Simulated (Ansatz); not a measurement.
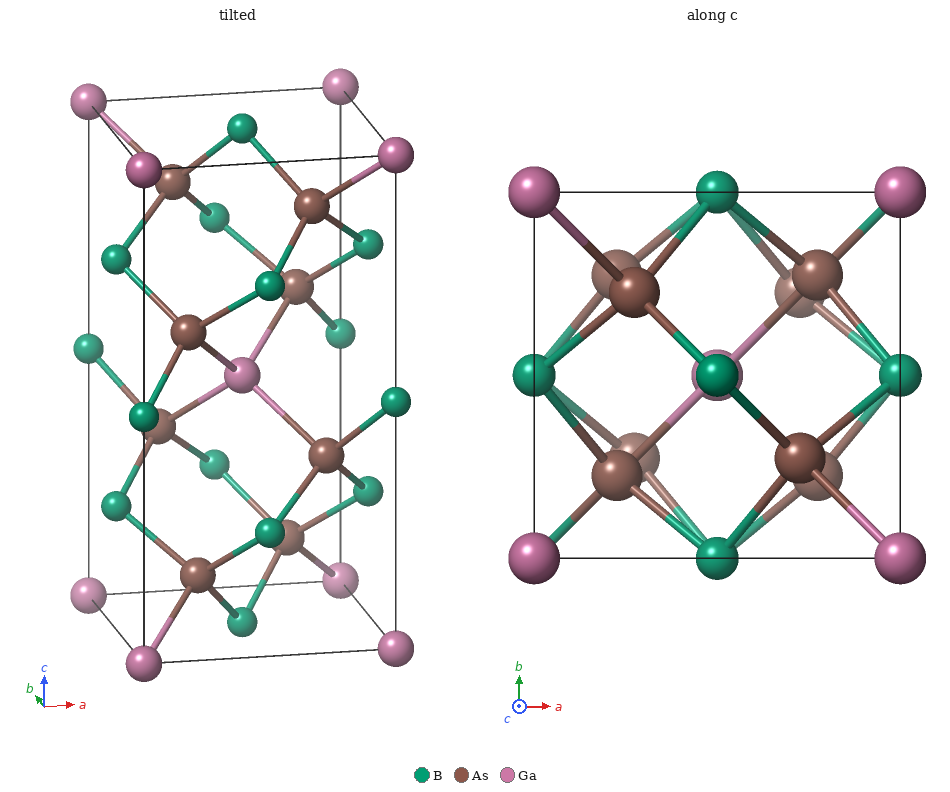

We look at a ball-and-stick model of the crystal slightly off an axis and along the c axis. The frame is the conventional unit cell; atoms at its boundary are shown with their periodic copies.

GaB₃As₄, space group I-42m (No. 121), a = 5.018 Å, b = 5.018 Å, c = 9.975 Å, α = 90.00°, β = 90.00°, γ = 90.00°. Origin of the cell: a structure type filled with these elements by a generator (whether the compound takes this form wasn't checked). Earlier steps of the study may have refined or changed the cell and positions. A calculation with Ansatz used it as input.

This one geometry was computed with Ansatz (DFT, plane waves, PAW) at five levels of theory: PBE with spin-orbit coupling, HSE06, PBE, r2SCAN and PBE0. It was relaxed beforehand with r2SCAN.

**Which level gives the highest pressure at this volume, and what does that say about its equilibrium volume?**

Highest: PBE with spin-orbit coupling (2.3 GPa) and PBE (2.3 GPa), which points to the largest equilibrium volume. Lowest, with the smallest volume: HSE06 (-0.5 GPa) and PBE0 (-0.7 GPa). Levels within 0.5 GPa of each other can't be told apart.

**How does the band gap change with the level of theory?**

PBE with spin-orbit coupling: a gap of 0.77 eV, indirect; PBE: a gap of 0.85 eV, indirect; r2SCAN: a gap of 1.06 eV, indirect; HSE06: a gap of 1.47 eV, indirect; PBE0: a gap of 2.13 eV, indirect.

**Collect the results in a table.**

| level | cutoff (eV) | k-mesh of the run's cell | gap (eV) | pressure (GPa) |
| --- | --- | --- | --- | --- |
| PBE with spin-orbit coupling | 420 | 8×8×8 | 0.77 | 2.3 |
| HSE06 | 420 | 4×4×4 | 1.47 | -0.5 |
| PBE | 420 | 8×8×8 | 0.85 | 2.3 |
| r2SCAN | 500 | 8×8×8 | 1.06 | 0.0 |
| PBE0 | 420 | 4×4×4 | 2.13 | -0.7 |

Gaps are taken on the k-mesh or band path of each run.
